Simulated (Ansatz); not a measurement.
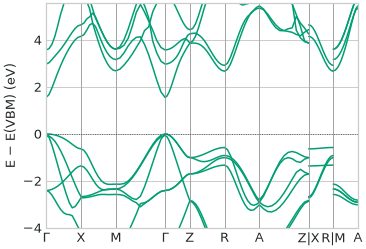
Fig. 1. Band structure from PBEsol in the plane-wave PAW code Ansatz

Read off the gap and where the band edges lie.

About 1.6 eV (1.55 eV by a search for the band edges); maximum at Γ, minimum at Γ.

The material is Zn$_{2}$SeS in space group P-4m2 (No. 115; Zn on 2g, Se on 1d, S on 1b).

The workflow started from a Materials Project entry (that database holds measured and hypothetical structures alike); the Crystallography Open Database copy checked does not list it. Whether it is the stable phase at ambient conditions was not checked. Symmetry was held in the PBEsol relaxation; of distortions, only those at the zone centre were tested. Spin–orbit coupling is left out wherever it is not named.

Potentials: the later of the program's two PAW sets.
